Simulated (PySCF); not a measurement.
```xyz
15

C    -2.1404   -0.7514    0.9306
C    -2.2835    0.6968    0.5635
O    -3.3147    1.3144    0.6980
Si   -0.7950    1.6974   -0.1834
C     0.7441    0.6969   -0.1885
C     1.7358   -0.0217   -0.1462
Si    3.2171   -1.1059   -0.0941
H    -1.8160   -1.3293    0.0495
H    -3.0922   -1.1422    1.3164
H    -1.3427   -0.8672    1.6826
H    -1.1592    2.0737   -1.5788
H    -0.6040    2.9209    0.6433
H     2.7781   -2.5313   -0.1150
H     4.0759   -0.8299   -1.2811
H     3.9822   -0.8379    1.1574
```

Geometry: PBE0-D3(BJ)/def2-SVP.

The calculation used PySCF 2.14.0, B3LYP/def2-SVPD, SCF density, gas phase.

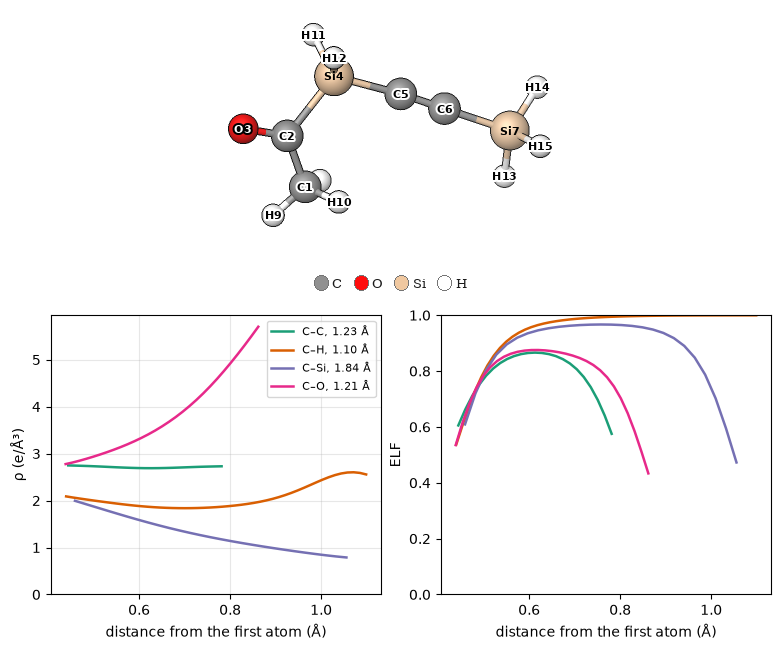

C$_{4}$H$_{8}$OSi$_{2}$. Electron density and ELF along straight lines between neighbouring atoms. The curves leave out the atomic cores. The structure is drawn too.

What kind of bonding do the profiles show?

C–C (1.23 Å): ρ is about 2.7 e/Å³ halfway; the ELF peaks at about 0.85 between the atoms; a multiple bond.
C–H (1.10 Å): ρ is about 1.9 e/Å³ halfway; the ELF climbs to about 1 towards the hydrogen, as it does in any bond to H: a covalent bond by its length.
C–Si (1.84 Å): ρ is about 0.95 e/Å³ halfway; the ELF peaks at about 0.95 between the atoms (a covalent bond).
C–O (1.21 Å): the density is about 3.3 e/Å³ at the midpoint; the ELF peaks at about 0.90 between the atoms (a short, multiple covalent bond).
